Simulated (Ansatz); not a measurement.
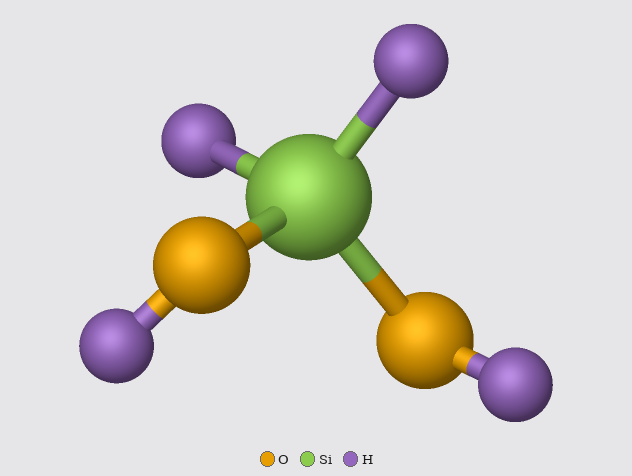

(Drawn from a calculation with Ansatz.)

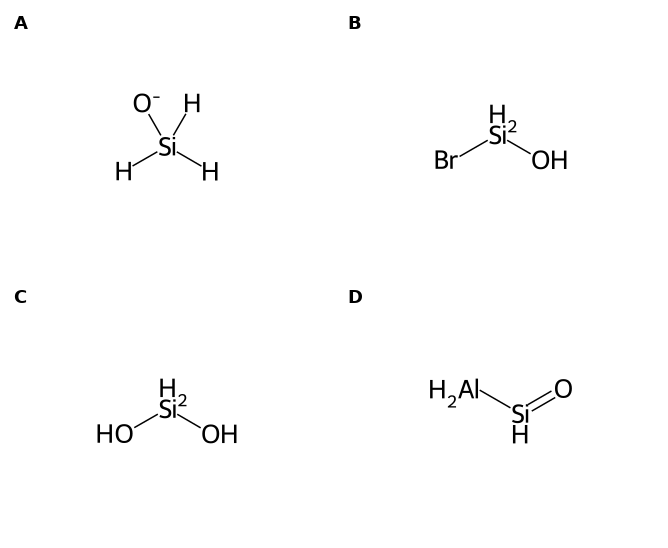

### Which structural formula matches the 3D model?

C, `O[SiH2]O`.
